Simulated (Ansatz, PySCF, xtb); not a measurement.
Torsion H3–C1–Al2–H6 in CH5Al (SMILES [CH3][AlH2]); at each angle all else is relaxed with GFN2-xTB, and the levels are single points there.
Geometry at 100° (charge 0, multiplicity 1):
| atom | x (Å) | y (Å) | z (Å) |
|---|---|---|---|
| C | -0.9137 | -0.0713 | -0.0061 |
| Al | 1.0695 | -0.0029 | -0.0045 |
| H | -1.3671 | 0.4968 | -0.8281 |
| H | -1.2983 | -1.0950 | -0.1003 |
| H | -1.3377 | 0.3399 | 0.9193 |
| H | 1.8926 | 0.9348 | 0.9170 |
| H | 1.9680 | -0.8837 | -0.9111 |
Energies count from the point at 100°.

Frozen-core correlation. CBS(a, b) extrapolates the correlation energy as X⁻³ and adds the Hartree–Fock energy of set b. Rows in LANL2DZ, STO-3G carry no dispersion term and start afresh at each structure. LANL2DZ brings its own core potentials from Na on.

Codes used: Ansatz (an electronic-structure program) with Gaussian orbitals; PySCF for LANL2DZ rows, STO-3G rows; xtb for the GFN methods. 

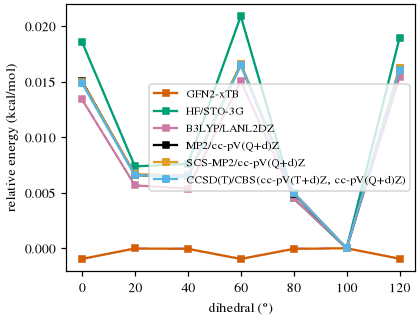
Figure. Relative energy along the coordinate
